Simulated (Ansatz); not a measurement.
# Work function of Cu(110): what the settings cost and change

Aim: the work function of Cu(110) against thickness and vacuum, with the cost.

Method: plane-wave DFT, PBE, Ansatz PAW, in Ansatz 0.2.0.

**Measured values to reproduce.**

“Anisotropic work function of elemental crystals” (2019, arxiv:1902.07811) quotes from earlier work for Cu (clean (110) face, a compiled value): work function (clean (110) face, a compiled value) 4.56 eV.

## Step 1: Set-up

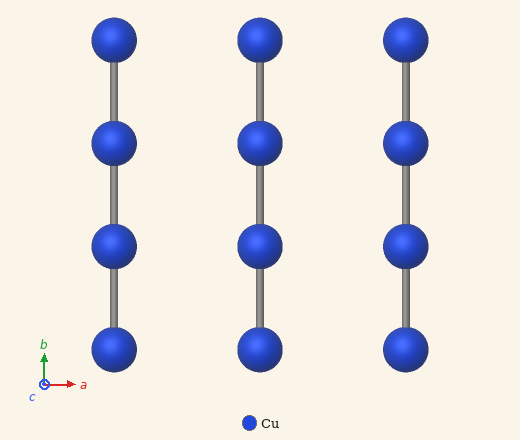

Start, viewed from above; copper blue. 3×4×1 cells are drawn.

The cell holds 1 atom: 1 Cu. Its edges and angles: a = 3.610 Å, b = 2.553 Å, c = 18.000 Å, α = 90.0°, β = 90.0°, γ = 90.0°. Vacuum lies along c.

## Step 2: Run, setting 1 layer

A work function rests on the faint tail of the density, so the SCF threshold is tight. The slab grows from one layer, at fixed mesh and 18 Å of vacuum; then the vacuum is varied on one slab.

The input, input.yaml:

```yaml
crystal:
  lattice:
    - [3.61, 0.0, 0.0]
    - [0.0, 2.5526554801, 0.0]
    - [0.0, 0.0, 18.0]
  atoms:
    - { symbol: Cu, position: [0.5, 0.5, 0.5] }
kpoints:
  mp_grid: { grid: [11, 16, 1] }
hamiltonian:
  xc: pbe
scf:
  occupations: { method: fermi_dirac, width: 0.1 }
  convergence: { dr2_threshold: 1.0e-09 }
efield:
  axis: 3
  dipole_correction: true
  ramp_position: 0.97
  ramp_width: 0.06
output:
  write_potential: true
  write_density: true
  volumetric_format: npy
  elf: true
```

Run with:

```console
ansatz run input.yaml --threads 2 --pin off --max-ram 3072MiB --backend cpu --events-out ev --progress --plain --runs-dir out
```

Numbers of over 12 decimals in the logs are rounded to 6 here.

The log of the run:

```text
Engine: ansatz 0.2.0, aarch64-unknown-linux-gnu
Pseudopotentials: kind: paw
Pseudopotential: Cu, paw, valence charge 19, recommended cutoff 420 eV (normal), Cu.paw.azcp
Functional definition: PBE
  parameter kappa = 0.804
  parameter beta = 0.066725
  exchange = pbe_x(kappa = kappa, mu = beta*pi^2/3)
  correlation = pbe_c(beta = beta)
Crystal: 1 atoms, lattice volume = 165.872 Å³
Basis set: ecut = 420 eV, 3265 PW (Γ)
Bands: 14, of which v1, the nominal top of the filled ones, is band 10 counted from 1 (9 counted from 0)
Symmetry: 4 space group operations
k-points: 54 of 176
Non-local potential: Cu, projectors of the file, l = 0: 3, l = 1: 2, l = 2: 3, l = 3: 1
PAW form: soft (Blöchl's): semilocal exchange-correlation on the pseudo side does not see the compensation charge
PAW one-centre angular grid: Cu, 590 points (default); XC on 64 Gauss nodes
Initial density: superposition of atomic densities (neutral atoms: chi_scale 0, normalization atom), corrected by the library's trained network
Initial wavefunctions: pseudopotential atomic-orbital guess
Functional: x = pbe(κ = 0.804, μ = 0.219515), c = pbe(β = 0.066725)
SCF iter   1: F=—  HF=-6623.256393 eV  |F-HF|=—  |Δ(HF+E_count)|=         —  Δρ=8.69e-4  dr2=2.00e-3  ethr=1.77e-3  p=-0.000 e·Å  D=-3.07e-15 V/Å  ΔV_dip=0.00 eV  dr2_dipole=4.80e-14  V_vac-E_F(+/−)=5.22/5.22 eV  ⟨swp⟩=5.8  Hψ=4377  notcnv=0
efield: sawtooth ramp at fractional position 0.9700 (set: `efield.ramp_position`, or a place that a band, a saddle search or an elastic batch's reference lends), width 0.0600; the density the first Hamiltonian is built on has a dipole p = -0.000 e·Å; the dipole correction subtracts the counter field D = -3.07e-15 V/Å, which shifts the + side's vacuum level by +0.00 eV against the − side's; the planar-averaged density in the ramp window peaks in size at 5.8e-6 e/Å³
preconditioner: auto → LDOS  [metal: Δε(μ)=0.127 eV  Ē_g=6.961 eV  σ=0.100 eV  W_gap=0.28  n_scr=20 (ndim 8)  ℏωp=9.6 eV  f_vac=0.783  D(μ)=0.68/eV (n_scr^D=4)  β→1.0]
SCF iter   2: F=—  HF=-6623.256176 eV  |F-HF|=—  |Δ(HF+E_count)|=   2.17e-4  Δρ=1.45e-3  dr2=1.95e-3  ethr=1.05e-5  p=0.000 e·Å  D=8.76e-8 V/Å  ΔV_dip=-0.00 eV  dr2_dipole=1.82e-13  V_vac-E_F(+/−)=5.07/5.07 eV  ⟨swp⟩=2.0  Hψ=1697  notcnv=0  defer=4
SCF iter   3: F=—  HF=-6623.256438 eV  |F-HF|=—  |Δ(HF+E_count)|=   2.62e-4  Δρ=1.62e-3  dr2=2.51e-3  ethr=1.02e-5  p=-0.000 e·Å  D=-3.79e-8 V/Å  ΔV_dip=0.00 eV  dr2_dipole=4.44e-16  V_vac-E_F(+/−)=5.11/5.11 eV  ⟨swp⟩=2.4  Hψ=1356  notcnv=0  defer=5
SCF iter   4: F=—  HF=-6623.255971 eV  |F-HF|=—  |Δ(HF+E_count)|=   4.68e-4  Δρ=2.67e-4  dr2=7.33e-5  ethr=1.02e-5  p=-0.000 e·Å  D=-5.25e-8 V/Å  ΔV_dip=0.00 eV  dr2_dipole=1.14e-14  V_vac-E_F(+/−)=5.09/5.09 eV  ⟨swp⟩=2.1  Hψ=1127  notcnv=0  defer=5
SCF iter   5: F=—  HF=-6623.255965 eV  |F-HF|=—  |Δ(HF+E_count)|=   5.93e-6  Δρ=3.15e-5  dr2=9.16e-7  ethr=3.86e-7  p=0.000 e·Å  D=3.55e-8 V/Å  ΔV_dip=-0.00 eV  dr2_dipole=2.10e-14  V_vac-E_F(+/−)=5.08/5.08 eV  ⟨swp⟩=2.1  Hψ=1016  notcnv=0  defer=5
SCF iter   6: F=—  HF=-6623.255961 eV  |F-HF|=—  |Δ(HF+E_count)|=   3.57e-6  Δρ=2.34e-6  dr2=7.63e-9  ethr=4.82e-9  p=-0.000 e·Å  D=-6.26e-8 V/Å  ΔV_dip=0.00 eV  dr2_dipole=4.79e-14  V_vac-E_F(+/−)=5.08/5.08 eV  ⟨swp⟩=2.0  Hψ=1046  notcnv=0  defer=5
SCF iter   7: F=-6623.255961 eV  HF=-6623.255961 eV  |F-HF|=3.36e-9  |Δ(HF+E_count)|=   2.39e-8  Δρ=3.81e-7  dr2=2.26e-10  ethr=5.26e-12  p=0.000 e·Å  D=3.81e-8 V/Å  ΔV_dip=-0.00 eV  dr2_dipole=2.30e-14  V_vac-E_F(+/−)=5.08/5.08 eV  ⟨swp⟩=5.3  Hψ=2555  notcnv=0
SCF 1 converged in 7 iterations: F = -6623.255961 eV  dr2 = 2.26e-10
  greatest PAW one-centre occupation: 1.000 electrons in one spin orbital (limit 2), on the Cu atom at site 0 (counted from 0), in its partial waves of l = 0
WARN: The output density's exchange-correlation potential varies sharply where the density is thin. Do not read a vacuum level from v_tot or v_xc, or from such a field of the output density. On a cell that repeats whose density bears no net charge and no dipole along the vacuum's axis use v_es (v_loc + v_h of the components); under efield.dipole_correction with no amplitude use v_es + v_field, which holds any externa [...]
SCF converged after 7 iterations
Free energy (F): -6623.255961 eV
Harris-Foulkes:  -6623.255961 eV  (|F-HF|=3.36e-9)
Internal energy: -6623.228756 eV  (E = F + TS)
E sigma→0 (E₀):  -6623.242359 eV
Entropy (-TS):   -0.027205 eV (-27.205 meV/atom)
Fermi energy:    -3.513960 eV
Dipole field:    D = -0.000000 V/Å  (p = -0.000000 e·Å, saw-weighted, corrected)
Work function:   Φ+ = 5.0838 eV   Φ− = 5.0838 eV
Levels:          The Fermi level and band energies are counted from a zero that moves with the ramp; work functions are not
--- Per-component energies (eV) ---
  E_band       = -707.677675
  E_kinetic    = 298.765134
  E_local      = -14392.128440  (includes V_loc(G=0)·N_el)
  E_nonlocal   = 402.982543
  E_hartree    = 6783.318851
  E_xc         = -85.116012
  E_vxc        = -109.408201  (∫ρ·V_xc dr)
  E_paw        = -1675.077483  (= ΣΔE_a)
  E_vpaw       = -474.526158  (= ΣTr[D̂ρ^β])
  E_aug_tail   = 0.000284  (compensation charges beyond the density's cutoff)
  E_efield     = 0.000000  (sawtooth field / dipole correction)
  E_vefield    = 0.000000  (∫n·V_field dr)
  E_ewald      = 2044.026365
  E_smearing   = -0.027205  (= −TS)
  E_closure    = 0.000000  (closes the sum)
  Σ components = -6623.255961   (vs F -6623.255961, Δ=0.00e0)
--- Band table (eV; the first three rows and the last of 54) ---
  k-point 0: bands = [... 6 lower, -4.4316, -4.3166, -3.9607, -3.9205, -1.2527, 1.2601, 1.9585, 2.1000]
  k-point 1: bands = [... 6 lower, -4.4194, -4.3104, -4.0004, -3.9774, -1.1316, 1.3485, 2.0513, 2.1885]
  k-point 2: bands = [... 6 lower, -4.3833, -4.2928, -4.1244, -4.1103, -0.7876, 1.6140, 2.3290, 2.4543]
  k-point 53: bands = [... 6 lower, -4.2460, -4.1403, -3.8713, 0.6626, 2.4828, 3.5917, 5.9431, 5.9517]
```

The job ended after 23 s (2 threads of Arm Neoverse N1, shared host; peak memory 0.47 GiB).

Numbers from this step:

* energy at zero smearing: -6623.2424 eV
* work function, upper face: 5.084 eV

Running mean over 1.276 Å of the planar mean; the ramp of the sawtooth is left out. Electron's electrostatic potential energy less the Fermi level against z:

```csv
z (Å),electron's electrostatic potential energy less the Fermi level (eV)
3,5.08
4,5.08
5,5.08
6,5.07
7,4.86
8,1.68
9,-5.68
10,1.68
11,4.86
12,5.07
13,5.08
14,5.08
15,5.08
```

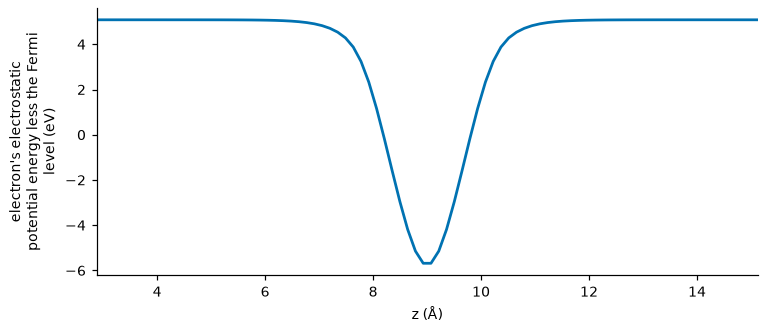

Electron's electrostatic potential energy less the Fermi level, plotted against z.

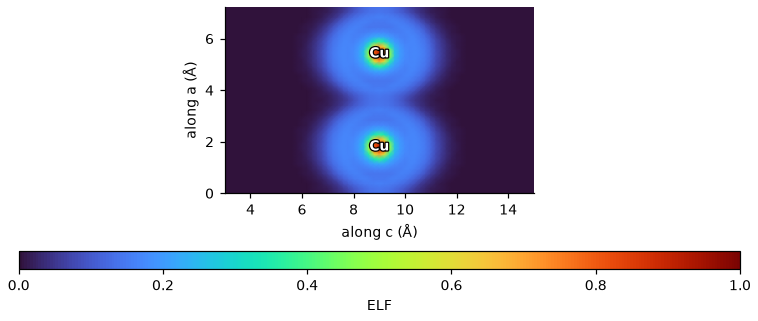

ELF in the ca plane at fractional y = 0.500, with atoms of Cu within 0.2 Å of it. It is the smooth field of the valence electrons, not physical close to the nuclei. The far vacuum is left out of the map.

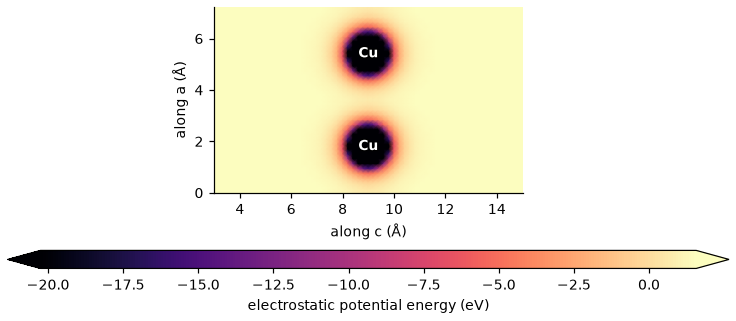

Electrostatic potential energy in the ca plane at fractional y = 0.500, with atoms of Cu within 0.2 Å of it. With pseudopotentials it is smooth inside the atoms' cores, unlike the true potential. The far vacuum is left out of the map.

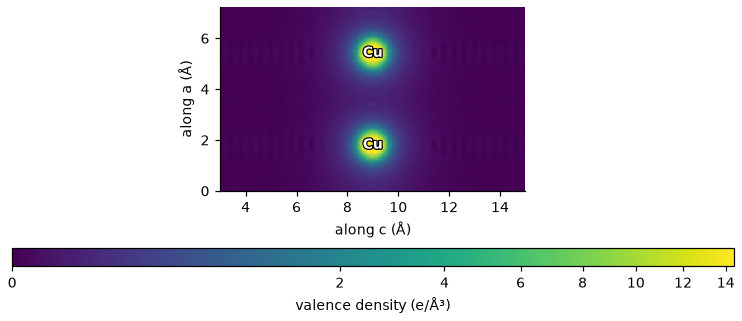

Valence density in the ca plane at fractional y = 0.500, with atoms of Cu within 0.2 Å of it. It is the smooth field of the valence electrons, not physical close to the nuclei. The colour scale is stretched toward low values. The far vacuum is left out of the map.

The work function is 5.084 eV.

## Step 3: Slab, 2 atoms

System of this step: Cu(110). The cell holds 2 atoms: 2 Cu. Cell: a = 3.610 Å, b = 2.553 Å, c = 19.276 Å, α = 90.0°, β = 90.0°, γ = 90.0°. Vacuum lies along c.

input.yaml, the sections that differ from step 2:

```yaml
crystal:
  lattice:
    - [3.61, 0.0, 0.0]
    - [0.0, 2.5526554801, 0.0]
    - [0.0, 0.0, 19.27632774]
  atoms:
    - { symbol: Cu, position: [0.5, 0.5, 0.4668939085] }
    - { symbol: Cu, position: [0.0, 0.0, 0.5331060915] }
output:
  write_potential: true
  write_density: true
  volumetric_format: npy
# kpoints, hamiltonian, scf, efield: as in step 2
```

The log of the run:

```text
[...]
Crystal: 2 atoms, lattice volume = 177.633 Å³
Basis set: ecut = 420 eV, 3481 PW (Γ)
Bands: 23, of which v1, the nominal top of the filled ones, is band 19 counted from 1 (18 counted from 0)
Symmetry: 4 space group operations
k-points: 54 of 176
[...]
k-point 0: bands = [... 15 lower, -3.2154, -3.1809, -2.9333, -2.7028, -2.1591, 1.2978, 2.7746, 2.9168]
  k-point 1: bands = [... 15 lower, -3.2288, -3.1579, -2.9186, -2.7357, -2.0381, 1.3961, 2.8637, 3.0085]
  k-point 2: bands = [... 15 lower, -3.3331, -3.0502, -2.8972, -2.8151, -1.7192, 1.6859, 3.1306, 3.2829]
  k-point 53: bands = [... 15 lower, -3.2984, -2.7307, -2.7307, 0.7968, 0.7968, 3.9681, 3.9682, 6.4152]
[key lines of the parts left out:]
SCF converged after 9 iterations
Free energy (F): -13248.539171 eV
Fermi energy:    -1.556213 eV
Dipole field:    D = 0.000010 V/Å  (p = 0.000010 e·Å, saw-weighted, corrected)
Work function:   Φ+ = 4.4019 eV   Φ− = 4.4021 eV
```

It took 38 s on 2 threads; peak memory 0.49 GiB; 62 s of CPU time.

The work function is 4.402 eV, -0.682 eV from the run “1 layer”, at 1.7 times its CPU time.

## Step 4: Slab, 3 atoms

System of this step: Cu(110). The cell holds 3 atoms: 3 Cu. Cell: a = 3.610 Å, b = 2.553 Å, c = 20.553 Å, α = 90.0°, β = 90.0°, γ = 90.0°. Vacuum lies along c.

input.yaml, the sections that differ from step 3:

```yaml
crystal:
  lattice:
    - [3.61, 0.0, 0.0]
    - [0.0, 2.5526554801, 0.0]
    - [0.0, 0.0, 20.5526554801]
  atoms:
    - { symbol: Cu, position: [0.0, 0.0, 0.4378996188] }
    - { symbol: Cu, position: [0.5, 0.5, 0.5] }
    - { symbol: Cu, position: [0.0, 0.0, 0.5621003812] }
# kpoints, hamiltonian, scf, efield, output: as in step 3
```

The log of the run:

```text
[...]
Crystal: 3 atoms, lattice volume = 189.394 Å³
Basis set: ecut = 420 eV, 3717 PW (Γ)
Bands: 35, of which v1, the nominal top of the filled ones, is band 29 counted from 1 (28 counted from 0)
Symmetry: 4 space group operations
k-points: 54 of 176
[...]
k-point 1: bands = [... 25 lower, -1.9130, -1.8918, -1.7308, -1.7165, 0.5767, 3.3533, 3.6238, 3.9784, ... 2 higher]
  k-point 2: bands = [... 25 lower, -1.9894, -1.8234, -1.8186, -1.6305, 0.8823, 3.6209, 4.0884, 4.2489, ... 2 higher]
  k-point 53: bands = [... 25 lower, -1.6841, -1.6498, 0.6977, 1.1042, 4.1394, 4.2794, 4.8594, 5.5701, ... 2 higher]
[key lines of the parts left out:]
SCF converged after 11 iterations
Free energy (F): -19873.718736 eV
Fermi energy:    -0.426232 eV
Dipole field:    D = 0.000000 V/Å  (p = 0.000000 e·Å, saw-weighted, corrected)
Work function:   Φ+ = 4.4147 eV   Φ− = 4.4148 eV
```

It took 65 s on 2 threads; peak memory 0.6 GiB.

The work function is 4.415 eV, +0.013 eV from the run “2 layers”, at 1.8 times its CPU time.

## Step 5: Slab, 4 atoms

System of this step: Cu(110). The cell holds 4 atoms: 4 Cu. Its edges and angles: a = 3.610 Å, b = 2.553 Å, c = 21.829 Å, α = 90.0°, β = 90.0°, γ = 90.0°. Vacuum lies along c.

input.yaml, the sections that differ from step 4:

```yaml
crystal:
  lattice:
    - [3.61, 0.0, 0.0]
    - [0.0, 2.5526554801, 0.0]
    - [0.0, 0.0, 21.8289832201]
  atoms:
    - { symbol: Cu, position: [0.5, 0.5, 0.412295887] }
    - { symbol: Cu, position: [0.0, 0.0, 0.4707652957] }
    - { symbol: Cu, position: [0.5, 0.5, 0.5292347043] }
    - { symbol: Cu, position: [0.0, 0.0, 0.587704113] }
# kpoints, hamiltonian, scf, efield, output: as in step 4
```

The log of the run:

```text
[...]
Crystal: 4 atoms, lattice volume = 201.156 Å³
Basis set: ecut = 420 eV, 3941 PW (Γ)
Bands: 46, of which v1, the nominal top of the filled ones, is band 38 counted from 1 (37 counted from 0)
Symmetry: 4 space group operations
k-points: 54 of 176
[...]
k-point 1: bands = [... 34 lower, -1.0095, -0.9579, -0.8865, -0.8099, 0.0970, 2.7265, 3.9076, 4.6782, ... 4 higher]
  k-point 2: bands = [... 34 lower, -1.0280, -0.9489, -0.9151, -0.8188, 0.3340, 3.0144, 4.4029, 4.9427, ... 4 higher]
  k-point 53: bands = [... 34 lower, -0.7721, -0.7721, 1.2760, 1.2760, 4.3691, 4.3691, 4.9864, 4.9864, ... 4 higher]
[key lines of the parts left out:]
SCF converged after 12 iterations
Free energy (F): -26498.850314 eV
Fermi energy:    0.606823 eV
Dipole field:    D = 0.000001 V/Å  (p = 0.000001 e·Å, saw-weighted, corrected)
Work function:   Φ+ = 4.4144 eV   Φ− = 4.4144 eV
```

Elapsed: 83 s, on 2 threads; peak memory 0.72 GiB.

The work function is 4.414 eV, -0.000 eV from the run “3 layers”, at 1.3 times its CPU time.

## Step 6: Slab, 5 atoms

System of this step: Cu(110). The cell holds 5 atoms: 5 Cu. Its edges and angles: a = 3.610 Å, b = 2.553 Å, c = 23.105 Å, α = 90.0°, β = 90.0°, γ = 90.0°. Vacuum lies along c.

input.yaml, the sections that differ from step 5:

```yaml
crystal:
  lattice:
    - [3.61, 0.0, 0.0]
    - [0.0, 2.5526554801, 0.0]
    - [0.0, 0.0, 23.1053109602]
  atoms:
    - { symbol: Cu, position: [0.0, 0.0, 0.3895208342] }
    - { symbol: Cu, position: [0.5, 0.5, 0.4447604171] }
    - { symbol: Cu, position: [0.0, 0.0, 0.5] }
    - { symbol: Cu, position: [0.5, 0.5, 0.5552395829] }
    - { symbol: Cu, position: [0.0, 0.0, 0.6104791658] }
# kpoints, hamiltonian, scf, efield, output: as in step 5
```

The log of the run:

```text
[...]
Crystal: 5 atoms, lattice volume = 212.917 Å³
Basis set: ecut = 420 eV, 4169 PW (Γ)
Bands: 57, of which v1, the nominal top of the filled ones, is band 48 counted from 1 (47 counted from 0)
Symmetry: 4 space group operations
k-points: 54 of 176
[...]
k-point 0: bands = [... 44 lower, 0.0366, 0.0891, 0.1846, 0.3177, 2.0534, 4.2626, 4.4670, 5.7989, ... 5 higher]
  k-point 1: bands = [... 44 lower, 0.0150, 0.1239, 0.1254, 0.3637, 2.1467, 4.4499, 4.5602, 5.8876, ... 5 higher]
  k-point 2: bands = [... 44 lower, -0.0292, 0.0153, 0.1622, 0.4848, 2.4170, 4.8338, 4.9693, 6.1527, ... 5 higher]
  k-point 53: bands = [... 44 lower, 0.2386, 1.7869, 1.9805, 4.1601, 4.5843, 5.6833, 5.7410, 6.4730, ... 5 higher]
[key lines of the parts left out:]
SCF converged after 11 iterations
Free energy (F): -33124.058868 eV
Fermi energy:    1.548286 eV
Dipole field:    D = -0.000000 V/Å  (p = -0.000000 e·Å, saw-weighted, corrected)
Work function:   Φ+ = 4.3387 eV   Φ− = 4.3387 eV
```

Run time: 1.8 min. Hardware: 2 threads; peak memory 0.86 GiB; 3 min of CPU time.

The work function is 4.339 eV, -0.076 eV from the run “4 layers”, at 1.2 times its CPU time.

## Step 7: Slab, 6 atoms

System of this step: Cu(110). The cell holds 6 atoms: 6 Cu. Cell: a = 3.610 Å, b = 2.553 Å, c = 24.382 Å, α = 90.0°, β = 90.0°, γ = 90.0°. Vacuum lies along c.

input.yaml, the sections that differ from step 6:

```yaml
crystal:
  lattice:
    - [3.61, 0.0, 0.0]
    - [0.0, 2.5526554801, 0.0]
    - [0.0, 0.0, 24.3816387002]
  atoms:
    - { symbol: Cu, position: [0.5, 0.5, 0.3691302341] }
    - { symbol: Cu, position: [0.0, 0.0, 0.4214781404] }
    - { symbol: Cu, position: [0.5, 0.5, 0.4738260468] }
    - { symbol: Cu, position: [0.0, 0.0, 0.5261739532] }
    - { symbol: Cu, position: [0.5, 0.5, 0.5785218596] }
    - { symbol: Cu, position: [0.0, 0.0, 0.6308697659] }
# kpoints, hamiltonian, scf, efield, output: as in step 6
```

The log of the run:

```text
[...]
Crystal: 6 atoms, lattice volume = 224.679 Å³
Basis set: ecut = 420 eV, 4417 PW (Γ)
Bands: 69, of which v1, the nominal top of the filled ones, is band 57 counted from 1 (56 counted from 0)
Symmetry: 4 space group operations
k-points: 54 of 176
[...]
k-point 0: bands = [... 53 lower, 0.7784, 0.7918, 0.8838, 0.9387, 1.8018, 3.8045, 4.7458, 5.8806, ... 8 higher]
  k-point 1: bands = [... 53 lower, 0.7176, 0.8428, 0.8741, 0.9074, 1.8705, 3.8984, 4.9424, 5.9702, ... 8 higher]
  k-point 2: bands = [... 53 lower, 0.6874, 0.7704, 0.9020, 0.9282, 2.0725, 4.1716, 5.4820, 6.2348, ... 8 higher]
  k-point 53: bands = [... 53 lower, 0.9639, 2.4033, 2.4033, 4.4375, 4.4375, 6.3645, 6.3645, 6.7144, ... 8 higher]
[key lines of the parts left out:]
SCF converged after 13 iterations
Free energy (F): -39749.208100 eV
Fermi energy:    2.291761 eV
Dipole field:    D = -0.000001 V/Å  (p = -0.000001 e·Å, saw-weighted, corrected)
Work function:   Φ+ = 4.4221 eV   Φ− = 4.4221 eV
```

Wall time 2.5 min (2 threads); peak memory 1 GiB.

The work function is 4.422 eV, +0.083 eV from the run “5 layers”, at 1.5 times its CPU time.

## Step 8: Run, 8 atoms

System of this step: Cu(110). The cell holds 8 atoms: 8 Cu. Its edges and angles: a = 3.610 Å, b = 2.553 Å, c = 26.934 Å, α = 90.0°, β = 90.0°, γ = 90.0°. Vacuum lies along c.

input.yaml, the sections that differ from step 7:

```yaml
crystal:
  lattice:
    - [3.61, 0.0, 0.0]
    - [0.0, 2.5526554801, 0.0]
    - [0.0, 0.0, 26.9342941803]
  atoms:
    - { symbol: Cu, position: [0.5, 0.5, 0.3341464952] }
    - { symbol: Cu, position: [0.0, 0.0, 0.3815332108] }
    - { symbol: Cu, position: [0.5, 0.5, 0.4289199265] }
    - { symbol: Cu, position: [0.0, 0.0, 0.4763066422] }
    - { symbol: Cu, position: [0.5, 0.5, 0.5236933578] }
    - { symbol: Cu, position: [0.0, 0.0, 0.5710800735] }
    - { symbol: Cu, position: [0.5, 0.5, 0.6184667892] }
    - { symbol: Cu, position: [0.0, 0.0, 0.6658535048] }
# kpoints, hamiltonian, scf, efield, output: as in step 7
```

The log of the run:

```text
[...]
Crystal: 8 atoms, lattice volume = 248.202 Å³
Basis set: ecut = 420 eV, 4867 PW (Γ)
Bands: 92, of which v1, the nominal top of the filled ones, is band 76 counted from 1 (75 counted from 0)
Symmetry: 4 space group operations
k-points: 54 of 176
[...]
k-point 0: bands = [... 72 lower, 2.1505, 2.2901, 2.3093, 2.3103, 3.2246, 4.8254, 5.7862, 6.6843, ... 12 higher]
  k-point 1: bands = [... 72 lower, 2.1329, 2.2388, 2.2983, 2.3423, 3.2857, 4.9133, 5.9973, 6.7753, ... 12 higher]
  k-point 2: bands = [... 72 lower, 2.1058, 2.2159, 2.2927, 2.4107, 3.4667, 5.1692, 6.5670, 7.0415, ... 12 higher]
  k-point 53: bands = [... 72 lower, 3.4803, 3.4803, 4.9403, 4.9403, 6.6943, 6.6943, 7.6541, 7.6541, ... 12 higher]
[key lines of the parts left out:]
SCF converged after 12 iterations
Free energy (F): -52999.575375 eV
Fermi energy:    3.665324 eV
Dipole field:    D = -0.000001 V/Å  (p = -0.000001 e·Å, saw-weighted, corrected)
Work function:   Φ+ = 4.4252 eV   Φ− = 4.4252 eV
```

The job ended after 3.9 min (2 threads; peak memory 1.4 GiB).

The work function is 4.425 eV, +0.003 eV from the run “6 layers”, at 1.6 times its CPU time.

(Continued in part 2 of 2.)

[Logs are printed without paths, hosts, clocks, repeated set-up lines and the standing remarks that a program may print on its own settings, such as how far it seeks lower states.]

[Hosts, paths, dates, database ids (printed as entryN), source tags and the programs' standing remarks are cut or masked in the printed files.]

[Maps of the electrostatic potential energy from Ansatz leave out the sawtooth potential of an applied field or a dipole correction, so their vacuum need not be flat; planar profiles and work functions include it.]
